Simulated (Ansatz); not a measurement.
**What a change does: single-point calculation on BAsH3Br**

System: BAsH3Br.
Method of the first run: RKS wB97M-V/def2-TZVPP (Ansatz 0.2.0).

The geometry: displaced from a GFN2-xTB structure. Text and figures count atoms from 1; the logs count them from 0 in places.

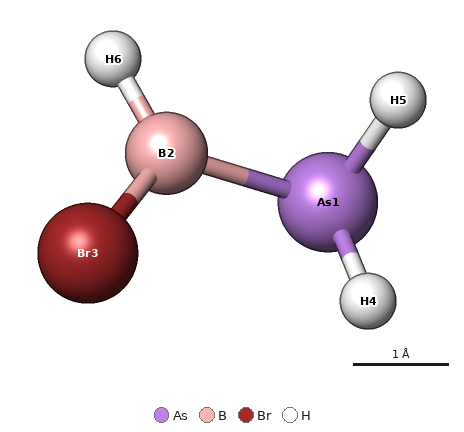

The structure (ball-and-stick view, seen at a tilt; atoms are numbered from 1 in the order of the input). Bond lengths as drawn: As–B 2.01 Å, As–H 1.51 Å, B–Br 1.88 Å and B–H 1.18 Å.

### The input, the first run
```yaml
crystal:
  periodic: [false, false, false]
  atoms:
    - {symbol: As, position_ang: [-1.203700, 0.516900, -0.074900]}
    - {symbol: B, position_ang: [0.546600, -0.192700, 0.627200]}
    - {symbol: Br, position_ang: [1.265600, -1.865400, 0.166800]}
    - {symbol: H, position_ang: [-1.290000, -0.440600, -1.242300]}
    - {symbol: H, position_ang: [-0.451800, 1.517600, -0.914500]}
    - {symbol: H, position_ang: [1.159300, 0.435200, 1.418600]}
basis:
  gaussian: {orbitals: def2-TZVPP}
hamiltonian: {xc: {name: wB97M-V}}
output: {forces: true}
```

Hardware: 4 CPU threads, shared host.

### Output (the first run)
```
Functional definition: wB97M-V
  parameter omega = 0.3/bohr
  parameter cx = 0.15
  parameter cx01 = 1.007
  parameter cx10 = 0.259
  parameter css00 = 0.443
  parameter css04 = -1.437
  parameter css10 = -4.535
  parameter css20 = -3.390
  parameter css43 = 4.278
  parameter cos00 = 1.000
  parameter cos10 = 1.358
  parameter cos20 = 2.924
  parameter cos21 = -8.812
  parameter cos60 = -1.390
  parameter cos61 = 9.142
  parameter b = 6.0
  parameter c = 0.01
  gx(w, u) = 1 - cx + cx01*u + cx10*w
  gss(w, u) = css00 + css04*u^4 + css10*w + css20*w^2 + css43*w^4*u^3
  gos(w, u) = cos00 + cos10*w + (cos20 + cos21*u)*w^2 + (cos60 + cos61*u)*w^6
  exchange = spin_sum(e_x_unif_sr(omega)*gx(b97_w, b97_u_x)) + cx*exact_x_sr(omega) + exact_x_lr(omega)
  correlation = spin_sum(e_c_pw_mod_same_spin*gss(b97_w, b97_u_same))
      + integral(e_c_pw_mod_opposite_spin*gos(b97_w_opposite, b97_u_opposite)) + vv10(b, c)
1158 factors; their error is unknown
220 factors; integrals over basis functions are off by at most 3.9e-5 eV
mean field evaluation 1: about -131604.7690 eV, gradient 1.3e1 eV
mean field evaluation 2: about -131605.1109 eV, gradient 6.4e0 eV
mean field evaluation 4: about -131605.1619 eV, gradient 3.9e-1 eV
mean field evaluation 8: about -131605.5626 eV, gradient 4.5e-2 eV
mean field evaluation 16: about -131605.5626 eV, gradient 4.2e-5 eV
mean field -131605.56255718 eV, -4836.4152185222 hartree, gradient 4.2e-5 eV, S^2 0.000000; 0 other end points of the search recorded, 0 dependent functions left out
the calculation of the forces begins
reference -131605.56259856 eV, -4836.4152200427 hartree; 38, 38 occupied and 131, 131 virtual orbitals, 1158 factors
Total energy: -131605.56259856 eV, -4836.4152200427 hartree
Atom 0 at    -1.203700     0.516900    -0.074900 Å, force    -0.037751    -0.183196    -0.127132 eV/Å
Atom 1 at     0.546600    -0.192700     0.627200 Å, force    -0.116462     0.287582     0.128066 eV/Å
Atom 2 at     1.265600    -1.865400     0.166800 Å, force     0.116263    -0.405822    -0.076599 eV/Å
Atom 3 at    -1.290000    -0.440600    -1.242300 Å, force    -0.080013    -0.076447     0.036248 eV/Å
Atom 4 at    -0.451800     1.517600    -0.914500 Å, force     0.065378     0.283896     0.038252 eV/Å
Atom 5 at     1.159300     0.435200     1.418600 Å, force     0.052585     0.093986     0.001164 eV/Å
Dipole moment:     0.002636     0.083187    -0.026059 e Å
```

The second run used a changed input.

### The two runs side by side

| quantity | the first run | the second run |
| --- | --- | --- |
| outcome | converged | converged |
| total energy (hartree) | −4836.415220 | −4833.772930 |
| dipole moment (D) | 0.42 | 0.39 |
| largest force (eV/Å) | 0.429 | 0.503 |
| basis functions | 169 | 169 |
| wall time (shared host) | 4.2 s | 3 min |

What was changed in the input?

The change (lines with − go, lines with + come):
```diff
-hamiltonian: {xc: {name: wB97M-V}}
+correlation: {method: ccsd_t}
```

The total energies belong to different methods, so their difference says nothing on which is more stable or more accurate. The largest force goes from 0.429 to 0.503 eV/Å.

### Output (the second run)
```
Functional definition: HF
  exchange = exact_x
  correlation = 0
1066 factors; integrals over basis functions are off by at most 9.6e-4 eV
mean field evaluation 1: about -131513.4073 eV, gradient 1.3e1 eV
mean field evaluation 2: about -131513.5478 eV, gradient 1.3e1 eV
mean field evaluation 4: about -131514.5602 eV, gradient 2.4e0 eV
mean field evaluation 8: about -131514.5827 eV, gradient 1.4e-1 eV
mean field evaluation 16: about -131514.2865 eV, gradient 4.7e0 eV
mean field -131514.58299497 eV, -4833.0717812790 hartree, gradient 1.6e-6 eV, S^2 0.000000; 0 other end points of the search recorded, 0 dependent functions left out
19 core orbitals not correlated: weight in the atoms' cores, before any rotation towards them, 1.000 or more for the frozen orbitals, at most 0.000 for the correlated occupied ones
reference -131514.58299497 eV, -4833.0717812790 hartree; 19, 19 occupied and 131, 131 virtual orbitals, 1066 factors
second order -17.73803923 eV of doubles, -0.00000000 eV of singles
cycle   1  -17.83026140 eV  change   -9.2e-2 eV  update   9.6e-2
cycle   2  -18.33903489 eV  change   -5.1e-1 eV  update   2.8e-2
cycle   3  -18.40480797 eV  change   -6.6e-2 eV  update   1.6e-2
cycle   4  -18.38577761 eV  change    1.9e-2 eV  update   5.1e-3
cycle   5  -18.38680056 eV  change   -1.0e-3 eV  update   2.4e-3
cycle   6  -18.38654290 eV  change    2.6e-4 eV  update   7.5e-4
cycle   7  -18.38636018 eV  change    1.8e-4 eV  update   2.9e-4
cycle   8  -18.38654950 eV  change   -1.9e-4 eV  update   1.2e-4
cycle   9  -18.38655468 eV  change   -5.2e-6 eV  update   5.7e-5
cycle  10  -18.38651601 eV  change    3.9e-5 eV  update   2.3e-5
cycle  11  -18.38653907 eV  change   -2.3e-5 eV  update   1.1e-5
cycle  12  -18.38653546 eV  change    3.6e-6 eV  update   3.3e-6
perturbative correction -0.69269832 eV, -0.0254561936 hartree
the calculation of the forces begins
Total energy: -131533.66222875 eV, -4833.7729301880 hartree
Atom 0 at    -1.203700     0.516900    -0.074900 Å, force    -0.113629    -0.138497    -0.162013 eV/Å
Atom 1 at     0.546600    -0.192700     0.627200 Å, force    -0.090101     0.237579     0.109271 eV/Å
Atom 2 at     1.265600    -1.865400     0.166800 Å, force     0.150439    -0.472641    -0.081504 eV/Å
Atom 3 at    -1.290000    -0.440600    -1.242300 Å, force    -0.094129    -0.087471     0.031387 eV/Å
Atom 4 at    -0.451800     1.517600    -0.914500 Å, force     0.056608     0.310848     0.036783 eV/Å
Atom 5 at     1.159300     0.435200     1.418600 Å, force     0.090811     0.150182     0.066076 eV/Å
Dipole moment:     0.015938     0.071827    -0.035162 e Å
```
